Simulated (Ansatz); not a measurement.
# H4OSn: molecular dynamics

Purpose: to follow the molecule's vibrations and see whether its bonds hold. The start is relaxed first. Runs: 300 steps of 0.5 fs at constant energy (fourth-order Milne integrator), with velocities drawn for 200 K. SMILES of the start: [OH][SnH3].

Program: Ansatz 0.2.0. Level of theory: RKS BHLYP/def2-mTZVP. These are calculated values, not measurements.

## (1) The structure to begin with

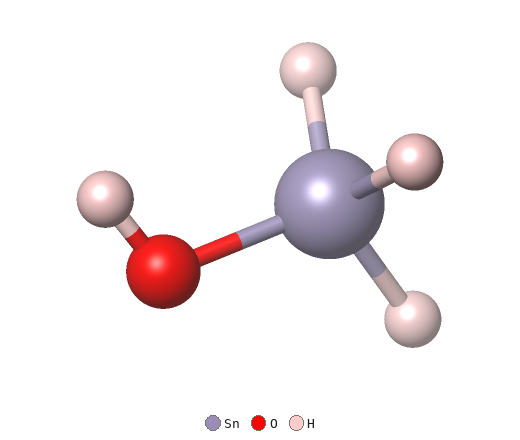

The starting structure, seen from a chosen angle (tin purple, oxygen red, hydrogen pink).

Structure file:

```xyz
6

Sn    0.0000    0.0000    0.0000
O     0.0000    0.0000    1.9600
H    -0.9095   -0.2814    2.2971
H     1.6408    0.0000   -0.5794
H    -0.8195    1.4198   -0.5794
H    -0.8195   -1.4198   -0.5794
```

## (2) Preparing the start

The input, input.yaml:

```yaml
crystal:
  periodic: [false, false, false]
  atoms:
    - { symbol: Sn, position_ang: [0.0, 0.0, 0.0] }
    - { symbol: O, position_ang: [0.0, 0.0, 1.96] }
    - { symbol: H, position_ang: [-0.9095, -0.2814, 2.2971] }
    - { symbol: H, position_ang: [1.6408, 0.0, -0.5794] }
    - { symbol: H, position_ang: [-0.8195, 1.4198, -0.5794] }
    - { symbol: H, position_ang: [-0.8195, -1.4198, -0.5794] }
basis:
  gaussian: { orbitals: def2-mTZVP }
hamiltonian:
  xc: { name: BHLYP }
relax:
  f_tol: 0.02
  max_steps: 40
```

Command:

```
$ ansatz run input.yaml --threads 1 --pin off --max-ram 2048MiB --backend cpu --events-out ev --progress --plain --runs-dir out
```

After this run come: Dynamics.

Q: Predict the outcome of this session. Wanted: relaxation of the start; temperature, first and last step; temperature, second half; potential energy, second half; largest change of the total energy; bonds formed or broken.

The runs gave:

| quantity | value |
| --- | --- |
| relaxation of the start | 9 moves, 0.137 eV lower |
| length | 300 steps of 0.5 fs |
| temperature, first and last step | 200 and 71 K |
| temperature, second half | mean 91 K, from 22 to 167 K |
| potential energy, second half | +9 meV/atom from the start |
| largest change of the total energy | 0.00 meV/atom |
| bonds formed or broken | 0 |

In words: The temperature starts at 200 K and averages 91 K in the second half, where it ranges from 22 to 167 K; a mean near half the start is what vibrations about a minimum give, since they share energy equally between motion and strain. The total energy strays from its start by at most 0.00 meV/atom, under 0.1 % of the mean kinetic energy, so a step of 0.5 fs is short enough over this time. The bonds all hold. Averages from a run of 150 fs with 6 atoms are rough. The nuclei move classically, without zero-point motion, which matters most for hydrogen.
